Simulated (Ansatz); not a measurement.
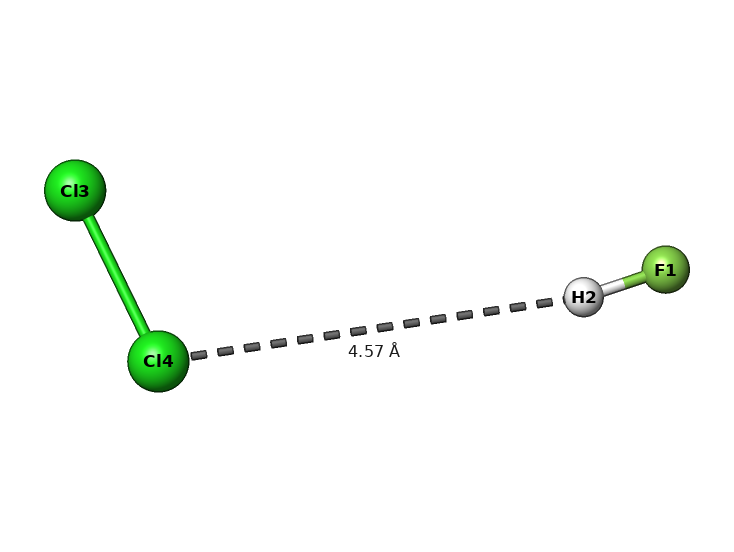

Two molecules or ions; the broken line marks their closest contact (measured against van der Waals radii). Geometry: a pair of rigid molecules at a changed separation. Program: Ansatz 0.2.0.

> Which two species are they?

HF and Cl2 (`ClCl.F`).

Give the counterpoise-corrected interaction energy (kJ/mol, monomers kept as in the pair) with RHF-CCSD(T) (frozen core)/def2-TZVPPD; r2SCAN-D4/def2-TZVPPD.

| level | interaction energy (kJ/mol) |
| --- | --- |
| RHF-CCSD(T) (frozen core)/def2-TZVPPD | −0.6 |
| r2SCAN-D4/def2-TZVPPD | −0.6 |
